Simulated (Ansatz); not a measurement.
# C$_{2}$H$_{7}$Ga···H$_{2}$: what the fields show

```csv
atom,x (Å),y (Å),z (Å)
Ga,-0.0224,0.2093,0.2296
C,-0.0627,0.5201,2.1982
H,-1.0638,0.4118,2.6210
H,0.6117,-0.1619,2.7227
H,0.2820,1.5362,2.4183
H,1.3801,0.0190,-0.4827
C,-1.7009,0.1788,-0.8438
H,-2.2836,-0.7158,-0.6011
H,-2.3321,1.0396,-0.6051
H,-1.5157,0.1759,-1.9192
H,-0.0557,-3.2473,0.4111
H,-0.1290,-3.1248,1.1448
```

Theory: RHF/def2-SVP in Ansatz.

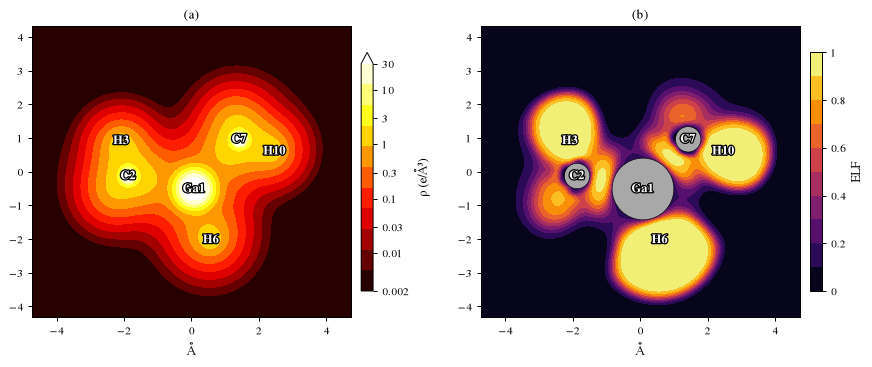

Figure 1. (a) electron density; (b) ELF on the plane of atoms H6, Ga1 and C7. Grey discs cover the atomic cores in the ELF map.

> Read the bonding off the picture.

The section cuts through Ga, C and H sites. C–Ga (1.99 Å): the density is about 0.77 e/Å³ at the midpoint; the ELF peaks at about 0.95 in the valence shell of C, 0.7 Å from its nucleus, and is about 0.60 at the midpoint. C–H (1.09 Å): the density is about 1.9 e/Å³ at the midpoint; the ELF climbs to about 1 towards the hydrogen, as it does in any bond to H: an ordinary covalent bond to hydrogen. Ga–H (1.58 Å): ρ is about 0.9 e/Å³ halfway; the ELF climbs to about 1 towards the hydrogen.

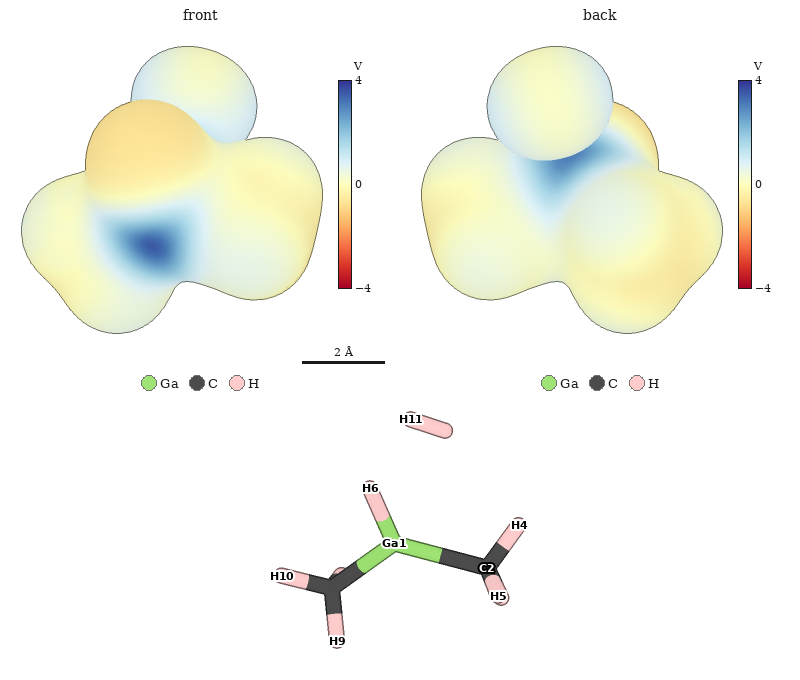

Figure 2. The electrostatic potential painted on the density surface at 0.002 e/bohr³, seen from the front and from behind; red is negative and blue positive. The bare structure is drawn below in the same view.

> Which sites attract a positive test charge, and which a negative one?

A positive charge is drawn to the negative regions and a negative charge to the positive ones. The most negative region (about −0.7 V, or −16 kcal/mol for a unit charge) lies over H6, the most positive (about +3.1 V, or +71 kcal/mol for a unit charge) over Ga1.

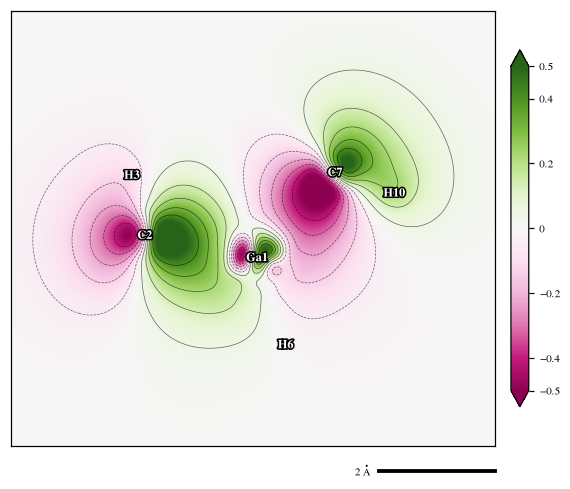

Figure 3. The HOMO on the plane of atoms H6, Ga1 and C7 (values in Å⁻³ᐟ²; the overall sign is arbitrary).

> Where does this orbital lie, and at what energy?

By Hirshfeld shares it lies mainly on C2 (about 30 %), C7 (about 30 %) and Ga1 (about 25 %). Its energy is −10.53 eV.
